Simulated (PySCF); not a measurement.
**[Nd(S2)2]−: other functionals and bases at one geometry**

How far do other levels of theory move the description of [Nd(S2)2]−, and what does each cost? The structure is generated, not taken from experiment.

The runs use PySCF 2.14.0; several levels, as the steps say, no spin–orbit coupling.

2 further runs of the same task are left out: 2 for a known fault of the program. Runs told in other sessions of the task aren't counted.

### Step 1. Starting geometry

5 atoms, charge -1, spin multiplicity 1.

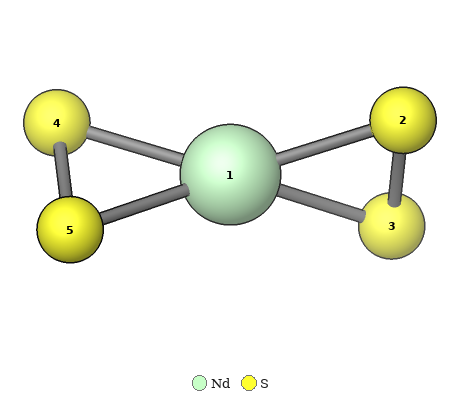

The structure; neodymium light green, sulfur yellow; atoms are numbered from 1 in the order of the file.

Coordinates:

| atom | x (Å) | y (Å) | z (Å) |
| --- | --- | --- | --- |
| Nd1 | 0.0000 | 0.0000 | 0.0000 |
| S2 | 0.7723 | 0.7723 | 2.4453 |
| S3 | -0.7723 | -0.7723 | 2.4453 |
| S4 | 0.7723 | -0.7723 | -2.4453 |
| S5 | -0.7723 | 0.7723 | -2.4453 |

Formal oxidation states: Nd +3. Each metal's 3 4f electrons lie in its core potential, so multiplicities, spins and levels count the valence alone. An earlier session relaxed this geometry at PBE, Nd lcecp-1-SVP with ECP49, S def2-SVP (singlet, point group D2d).

At PBE on the finer grid: E = -1625.777387 Eh, HOMO -0.23 eV, LUMO 1.36 eV, Mulliken charge on Nd1 +0.55 e, largest force component 0.002 eV/Å. 

Levels to run: CAM-B3LYP; BLYP; revPBE; TPSSh; PBE, TZVP. Hardware: 2 threads of Intel Xeon 6975P-C (Granite Rapids), shared host.

### Step 2. CAM-B3LYP

Contents of run.py (the lines that set the calculation):

```python
mol = gto.M(atom='''
Nd     0.00000     0.00000     0.00000
S      0.77235     0.77235     2.44528
S     -0.77235    -0.77235     2.44528
S      0.77235    -0.77235    -2.44528
S     -0.77235     0.77235    -2.44528''',
    basis={'Nd': 'lcecp-1-SVP', 'S': 'def2-SVP'},
    ecp={'Nd': 'lcecp-1-SVP'},
    charge=-1, spin=0)
mf = dft.RKS(mol, xc='CAMB3LYP')
mf.grids.atom_grid = (75, 302)  # f atoms: unpruned, at least (60, 302)
mf = mf.density_fit()  # fitting sets: Nd AutoAux, S def2-universal-JKFIT
mf.conv_tol = 1e-08; mf.max_cycle = 55
mf.kernel(dm0)  # dm0: the density of the relaxed state
```

Command:

```
$ OMP_NUM_THREADS=2 python run.py
```

### Step 3. BLYP

run.py (the lines that set the calculation), as its differences from that of step 2:

```diff
@@ -9,3 +9,3 @@
     charge=-1, spin=0)
-mf = dft.RKS(mol, xc='CAMB3LYP')
+mf = dft.RKS(mol, xc='BLYP')
 mf.grids.atom_grid = (75, 302)  # f atoms: unpruned, at least (60, 302)
```

### Step 4. revPBE

run.py (the lines that set the calculation), as its differences from that of step 3:

```diff
@@ -9,3 +9,3 @@
     charge=-1, spin=0)
-mf = dft.RKS(mol, xc='BLYP')
+mf = dft.RKS(mol, xc='PBE_R,PBE')
 mf.grids.atom_grid = (75, 302)  # f atoms: unpruned, at least (60, 302)
```

### Step 5. TPSSh

run.py (the lines that set the calculation), as its differences from that of step 4:

```diff
@@ -9,3 +9,3 @@
     charge=-1, spin=0)
-mf = dft.RKS(mol, xc='PBE_R,PBE')
+mf = dft.RKS(mol, xc='TPSSH')
 mf.grids.atom_grid = (75, 302)  # f atoms: unpruned, at least (60, 302)
```

### Step 6. PBE, TZVP

Basis: Nd lcecp-1-TZVP with ECP49, S def2-TZVP. 

Contents of run.py (the lines that set the calculation):

```python
mol = gto.M(atom='''
Nd     0.00000     0.00000     0.00000
S      0.77235     0.77235     2.44528
S     -0.77235    -0.77235     2.44528
S      0.77235    -0.77235    -2.44528
S     -0.77235     0.77235    -2.44528''',
    basis={'Nd': 'lcecp-1-TZVP', 'S': 'def2-TZVP'},
    ecp={'Nd': 'lcecp-1-TZVP'},
    charge=-1, spin=0)
mf = dft.RKS(mol, xc='PBE')
mf.grids.atom_grid = (75, 302)  # f atoms: unpruned, at least (60, 302)
mf = mf.density_fit()  # fitting sets: Nd AutoAux, S def2-universal-JKFIT
mf.conv_tol = 1e-08; mf.max_cycle = 55
mf.kernel(dm0)  # dm0: free metal ions and neutral atoms
```

**Question.** What will these runs give? Wanted: for each run, HOMO; gap; charge on Nd1; dipole; largest force component.

**Answer**, as computed:

| level | state | HOMO (eV) | gap (eV) | charge on Nd1 (e) | dipole (D) | largest force component (eV/Å) | basis functions | time |
| --- | --- | --- | --- | --- | --- | --- | --- | --- |
| PBE (relaxed here) | singlet | -0.23 | 1.59 | 0.55 | 0.00 | 0.00 | 105 | 9.9 s |
| CAM-B3LYP | singlet | -2.48 | 5.15 | 0.66 | 0.00 | 0.10 | 105 | 6.1 s |
| BLYP | singlet | 0.02 | 1.44 | 0.46 | 0.00 | 0.35 | 105 | 4.6 s |
| revPBE | singlet | -0.21 | 1.70 | 0.60 | 0.00 | 0.08 | 105 | 4.4 s |
| TPSSh | singlet | -0.80 | 2.56 | 0.75 | 0.00 | 0.02 | 105 | 5.9 s |
| PBE, TZVP | singlet | -0.56 | 1.73 | 1.06 | 0.00 | 0.33 | 195 | 13 s |

Times are on 2 threads of Intel Xeon 6975P-C (Granite Rapids), shared host; the first row also made further properties. The dipole of a charged species depends on the origin, so these sizes hold for this origin alone.

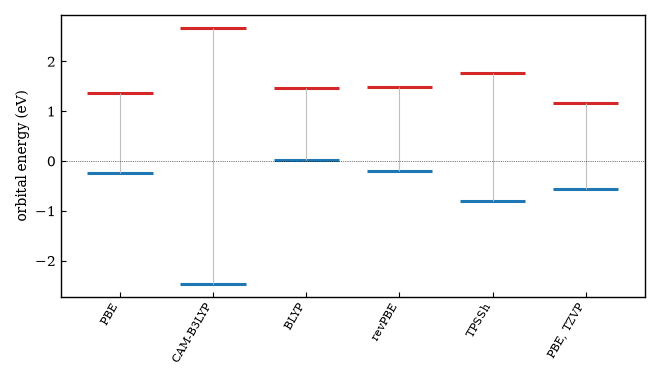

Highest filled and lowest empty level, method by method.

In one basis the HOMO–LUMO gap runs from 1.44 eV (BLYP) to 5.15 eV (CAM-B3LYP). The largest leftover force, 0.35 eV/Å with BLYP, stands at a geometry relaxed at another level. The Mulliken charge on Nd spans +0.46 to +1.06 e over the levels. With 4f in the core, its levels are missing from HOMO and gap, and its count is fixed, so no charge can pass from the ligands into it. Total energies of different levels can't be compared. Spin–orbit coupling is left out throughout.
